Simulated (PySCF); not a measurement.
**C₆H₁₀F₃P (SMILES FC(F)(F)CCPC1CC1): density, localisation and related maps**

Input

```
{"job": {"kind": "nmr", "xc": "PBE0", "basis": "pcSseg-1"}, "charge": 0, "multiplicity": 1}
F      3.321277    -0.716518     0.207622
C      2.536606    -0.500950    -0.854246
F      1.778225    -1.598698    -1.006153
F      3.348503    -0.457325    -1.925222
C      1.703577     0.756658    -0.731132
C      0.972374     0.819906     0.607036
P      0.029815    -0.753609     1.012830
C     -1.281232    -0.624179    -0.266338
C     -2.281014     0.495833    -0.260640
C     -2.709236    -0.886801     0.113016
H      2.375778     1.609884    -0.849390
H      0.995374     0.751668    -1.562112
H      0.285454     1.668817     0.592852
H      1.692629     0.968228     1.415885
H     -0.717329    -0.117386     2.017161
H     -0.963400    -1.012583    -1.228628
H     -2.226492     1.234530     0.526825
H     -2.604813     0.898662    -1.209129
H     -2.932633    -1.082599     1.151767
H     -3.328611    -1.442858    -0.574433
```

Command:

```sh
OMP_NUM_THREADS=1 python probes_run.py task.json out
```

Geometry: GFN2-xTB.

Theory: PySCF, PBE0/pcSseg-1, SCF density, gas phase, non-relativistic.

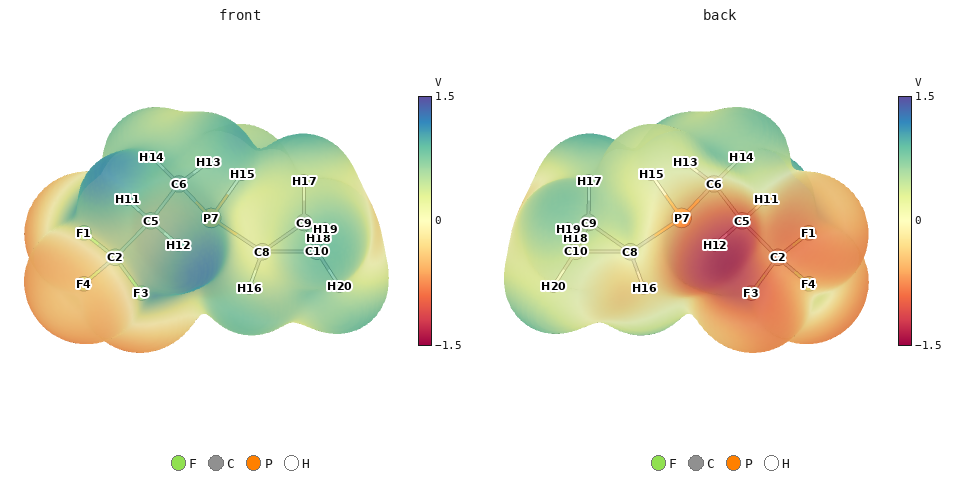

Figure 1. The molecular electrostatic potential painted on the density surface at 0.002 e/bohr³, seen from the front and from behind; the colour scale runs from red (negative) to blue (positive).

### Where is the surface potential most negative and most positive?

The most negative region (about −1.3 V) lies over P7, the most positive (about +1.1 V) over H11 and H12.

### What dipole moment does the calculation give?

Its dipole moment is 3.29 D.

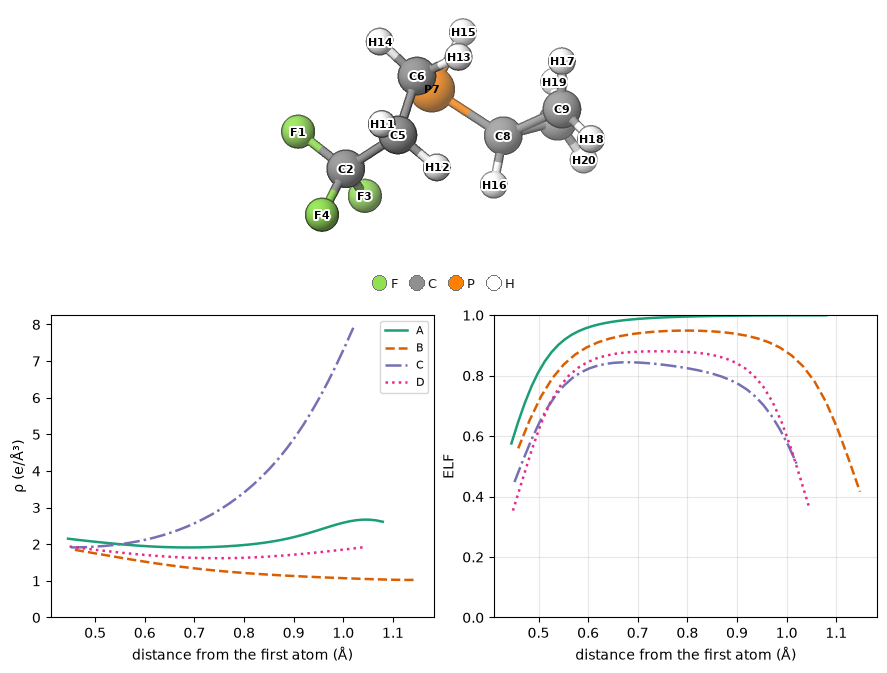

Figure 2. Total electron density and ELF along straight lines between neighbouring atoms. The curves leave out the atomic cores. The structure is drawn too.

### Which curve belongs to which contact (C–C, C–F, C–H and C–P)? The first atom named is at distance zero.

Curve A: C–H (1.08 Å): ρ is about 2 e/Å³ halfway; the ELF climbs to about 1 towards the hydrogen, as it does in any bond to H: a covalent bond by its length. Curve B: C–P (1.84 Å): ρ at the midpoint is about 1.1 e/Å³; the ELF peaks at about 0.95 between the atoms (localised, covalent bonding). Curve C: C–F (1.34 Å): the density is about 2.4 e/Å³ at the midpoint; the ELF peaks at about 0.85 between the atoms: a polar covalent bond. Curve D: C–C (1.49 Å): the density is about 1.6 e/Å³ at the midpoint; the ELF peaks at about 0.90 between the atoms, as expected for a covalent bond.
